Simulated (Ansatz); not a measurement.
Species, as SMILES: F[B]F, doublet.
Atoms: B1, F2, F3. Bonds: B1-F2, B1-F3.

Basis-set convergence of the harmonic zero-point energy at HF with Ansatz (a first-principles code). Each level at its own minimum, finite differences of forces, unscaled; the reference is a large set that could be run, not a limit. Cartesian d functions, on some or all atoms, in 6-31+G*; all else is spherical. The program fits the integrals of some runs and decomposes those of others, by size. Open shells are unrestricted. No added dispersion term, no relativity. Reference: the value in def2-QZVPP, 4.75 kcal/mol. Deviations are taken from unrounded values.

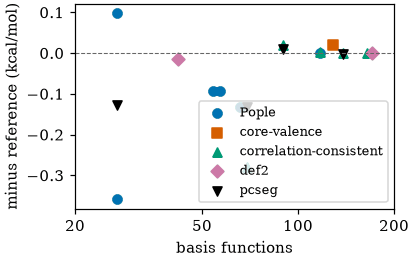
*Deviation from the reference against the number of basis functions, by family of sets.*

```csv
basis,functions,harmonic zero-point energy (kcal/mol),minus reference (kcal/mol)
3-21G,27,4.85,0.10
6-31G,27,4.39,-0.36
pcseg-0,27,4.63,-0.13
def2-SVP,42,4.74,-0.01
6-311G**,54,4.66,-0.09
6-31+G*,57,4.66,-0.09
6-311+G**,66,4.62,-0.13
aug-cc-pVDZ,69,4.47,-0.28
aug-pcseg-1,69,4.62,-0.13
cc-pVTZ,90,4.77,0.02
pcseg-2,90,4.76,0.01
"6-311++G(3df,3pd)",117,4.75,0.00
jun-cc-pV(T+d)Z,117,4.76,0.00
cc-pCVTZ,129,4.77,0.02
aug-cc-pVTZ,138,4.75,0.00
aug-pcseg-2,138,4.75,0.00
cc-pVQZ,165,4.75,0.00
def2-QZVPP,171,4.75,0.00
```
